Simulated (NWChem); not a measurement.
**One shape, several levels: HBS (hydrogen boron sulfide)**

Aim: a comparison of 4 runs (HF/STO-3G, HF/3-21G, B3LYP/6-31G*) of HBS (hydrogen boron sulfide). 

The results are computed with NWChem 7.3.0.

2 further runs of the same task are left out: 2 set aside as unsound or not needed.

### 1 The system as given

The species is HBS (3 atoms), meant as a singlet with charge 0. As SMILES, `B=S`. One bond was lengthened or shortened from a relaxed shape.

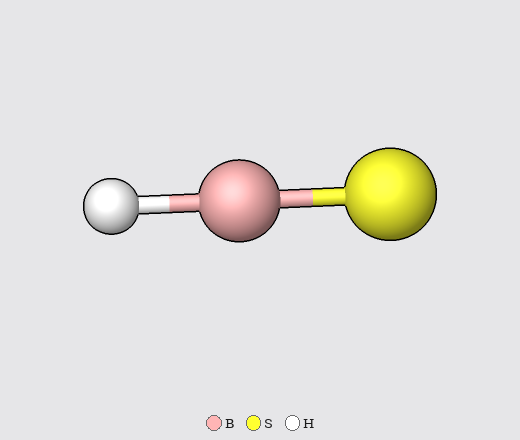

The structure, seen from a chosen angle (boron pink, sulfur yellow, hydrogen white).

### 2 The energy at HF/STO-3G (run 1)

sp.nw reads:

```
start sp
title "BHS"
memory stack 880 mb heap 220 mb global 1100 mb

geometry noautosym nocenter noautoz
  B        0.009618       0.003218      -0.033820
  S        0.447448       0.165418      -1.561860
  H       -0.360510      -0.133080       1.258530
end

basis spherical bse
  * library STO-3G
end

scf
  thresh 1e-08
  maxiter 80
end

task scf energy
```

Command:

```console
$ nwchem sp.nw > sp.out
```

What it wrote:

```text
[...]
  functions       =    15
[...]
  wavefunction    = RHF
[...]
         Total SCF energy =   -418.098487975582
      One-electron energy =   -643.236883038125
      Two-electron energy =    193.813537983481
 Nuclear repulsion energy =     31.324857079062
        Time for solution =      0.1s
[...]
```

It took 0.74 s on 1 thread of AMD EPYC 9R45 (Zen 5), shared host; peak memory 0.097 GiB.

### 3 A single-point energy at HF/3-21G (run 2)

run.py reads:

```python
from ase import Atoms
from ase.calculators.nwchem import NWChem

system = Atoms(['B', 'S', 'H'], positions=[
    [0.009618, 0.003218, -0.033820],
    [0.447448, 0.165418, -1.561860],
    [-0.360510, -0.133080, 1.258530],
])

calc = NWChem(
    label='bhs',
    theory='scf',
    memory='2200 mb',
    basis='3-21G',
    basispar='spherical bse',
    scf={'nopen': '0', 'rhf': None, 'thresh': '1e-08', 'maxiter': '80'},
    task='energy',
)
system.calc = calc

e = system.get_potential_energy()
print(f"E = {e:.6f} eV")
print("dipole (e A):", system.get_dipole_moment().round(4))
```

Command:

```console
$ export ASE_NWCHEM_COMMAND="nwchem PREFIX.nwi > PREFIX.nwo"
$ python run.py
```

What it wrote:

```text
E = -11447.344471 eV
dipole (e A): [-0.1343 -0.0497  0.4686]
```

The calculator wrote bhs.nwi:

```
title "bhs"

permanent_dir bhs

scratch_dir bhs

start bhs

geometry units angstrom nocenter noautosym noautoz
  B  9.6179999999999998e-03 3.2179999999999999e-03 -3.3820000000000003e-02
  S  4.4744800000000001e-01 1.6541800000000001e-01 -1.5618600000000000e+00
  H  -3.6051000000000000e-01 -1.3308000000000000e-01 1.2585299999999999e+00
end

memory 2200 mb

basis spherical bse noprint
   * library 3-21G
end

scf
  nopen 0
  rhf
  thresh 1e-08
  maxiter 80
end

task scf energy
```

bhs.nwo:

```text
Northwest Computational Chemistry Package (NWChem) 7.3.0
             --------------------------------------------------------

           Job information
           ---------------

    nwchem branch   = 7.3.0
    use scalapack   = T
    input           = bhs.nwi
    prefix          = bhs.
    data base       = bhs/bhs.db
    status          = startup
    nproc           =        1

           Memory information
           ------------------

    heap     =     72089598 doubles =      550.0 Mbytes
    stack    =     72089595 doubles =      550.0 Mbytes
    global   =    144179200 doubles =     1100.0 Mbytes (distinct from heap & stack)
    total    =    288358393 doubles =     2200.0 Mbytes
    verify   = yes
    hardfail = no

[... 105 lines left out ...]
 Convergence threshold     :          1.000E-08
[... 12 lines left out ...]
       Final RHF  results
[... 3 lines left out ...]
      One-electron energy =   -642.779758046357
[... 1 line left out ...]
 Nuclear repulsion energy =     31.324857079062
[... 29 lines left out ...]
                       ROHF Final Molecular Orbital Analysis
[... 169 lines left out ...]
  Mulliken analysis of the total density
  --------------------------------------

    Atom       Charge   Shell Charges
 -----------   ------   -------------------------------------------------------
    1 B    5     4.99   1.99  0.47  1.09  0.63  0.81
    2 S   16    16.12   2.00  1.96  5.89  1.01  2.42  0.98  1.86
    3 H    1     0.89   0.38  0.51

       Multipole analysis of the density wrt the origin
       ------------------------------------------------

     L   x y z        total         open         nuclear
     -   - - -        -----         ----         -------
     0   0 0 0     -0.000000      0.000000     22.000000

     1   1 0 0     -0.253738      0.000000     12.938478
[... 8 lines of this table left out ...]
     2   0 0 2    -17.092292      0.000000    145.057073

 Task  times  cpu:        0.2s     wall:        0.2s
 Total times  cpu:        0.2s     wall:        0.2s
```

Run time: 1.1 s. Hardware: 1 thread of AMD EPYC 9R45 (Zen 5), shared host; peak memory 0.097 GiB.

Run 3 isn't shown in full; the table further down has it.

### 4 The energy at B3LYP/6-31G(d) (Cartesian functions) (run 4)

bhs.nw reads:

```
start bhs
title "BHS B3LYP"
memory total 2200 mb
charge 0

geometry units angstrom noautosym nocenter noautoz
 B      0.009618     0.003218    -0.033820
 S      0.447448     0.165418    -1.561860
 H     -0.360510    -0.133080     1.258530
end

basis cartesian
 * library 6-31G*
end

dft
 xc b3lyp
 grid xfine
 convergence energy 1e-08
 maxiter 100
 mulliken
 print medium
end

task dft energy
```

Command:

```console
$ nwchem bhs.nw > bhs.out
```

What it wrote:

```text
[...]
          Wavefunction type:  closed shell.
          No. of atoms     :     3
          No. of electrons :    22
[...]
          Charge           :     0
          Spin multiplicity:     1
[...]
          AO basis - number of functions:    36
[...]
              XC Information
              --------------
                         B3LYP Method XC Potential
                     Hartree-Fock (Exact) Exchange  0.200
                        Slater Exchange Functional  0.800 local
                    Becke 1988 Exchange Functional  0.720 non-local
              Lee-Yang-Parr Correlation Functional  0.810
                  VWN I RPA Correlation Functional  0.190 local
[...]
 d= 0,ls=0.0,diis     1   -423.5798746442 -4.55D+02  3.68D-02  3.98D-01     0.4
[...]
 d= 0,ls=0.0,diis     8   -423.6419381858 -3.60D-10  1.19D-06  7.50D-10     2.0
         Total DFT energy =     -423.641938185834
      One electron energy =     -645.602015940313
           Coulomb energy =      220.679958263182
    Exchange-Corr. energy =      -30.044737587764
 Nuclear repulsion energy =       31.324857079062
[...]
      Total Density - Mulliken Population Analysis
     ---------------------------------------------
    Atom       Charge   Shell Charges
 -----------   ------   -------------------------------------------------------
    1 B    5     4.85   1.99  0.60  1.28  0.45  0.47  0.06
    2 S   16    16.19   2.00  1.99  5.97  1.42  3.01  0.56  1.27 -0.02
    3 H    1     0.96   0.46  0.50
[...]
```

Run time: 2.6 s. Hardware: 1 thread of AMD EPYC 9R45 (Zen 5), shared host; peak memory 0.11 GiB.

### 5 All runs side by side

| run | level | iteration cap | module | energy (Eh) | dipole moment (D) | HOMO energy (eV) | LUMO energy (eV) | wall time |
| --- | --- | --- | --- | --- | --- | --- | --- | --- |
| 1 | HF/STO-3G | 80 | scf | -418.098488 | 1.06 | -7.89 | 7.89 | 0.74 s |
| 2 | HF/3-21G | 80 | scf | -420.682153 | 2.35 | -11.25 | 2.35 | 1.1 s |
| 3 | B3LYP/6-31G* (spherical functions) | 100 | dft | -423.638587 | 1.46 | -8.21 | -1.11 | 2.5 s |
| 4 | B3LYP/6-31G* (Cartesian functions) | 100 | dft | -423.641938 | 1.46 | -8.21 | -1.11 | 2.6 s |

### 6 Summary of results

| quantity | value |
| --- | --- |
| run 4: total energy | -423.64194 Eh |
| run 4: dipole moment | 1.46 D |
| run 4: HOMO energy | -8.21 eV |
| run 4: LUMO energy | -1.11 eV |
| run 4: HOMO–LUMO gap | 7.10 eV |

In words: The dipole moment (its size) runs from 1.06 D (HF/STO-3G) to 2.35 D (HF/3-21G). The HOMO–LUMO gap runs from 7.10 eV (B3LYP/6-31G*) to 15.78 eV (HF/STO-3G). The two ends differ in method and basis. In run 1 the basis is minimal, so the values are rough. All runs together took 6.9 s, the longest 2.6 s.
